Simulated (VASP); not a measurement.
Band structure of PbSe (rock salt). Computed with SCAN meta-GGA, VASP's PBE PAW potentials (set 64) (plane waves; VASP).

Unless said otherwise, spin-orbit coupling is left out, though it shifts the bands of the heavy elements here.

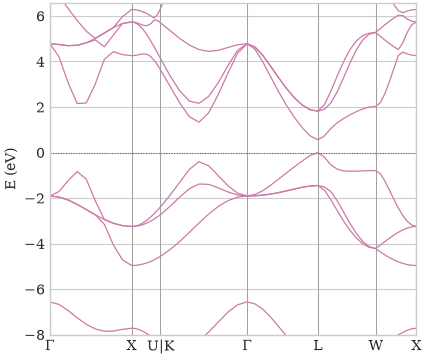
Bands along high-symmetry lines, zero at the valence-band maximum or, without a gap, the Fermi level

**Question.** Read the plot: is there a gap, and where are the band edges?

**Answer.** The gap is direct, 0.56 eV, from the valence maximum at L to the conduction minimum at L.

The compound is PbSe in the rock salt structure. It was relaxed first.
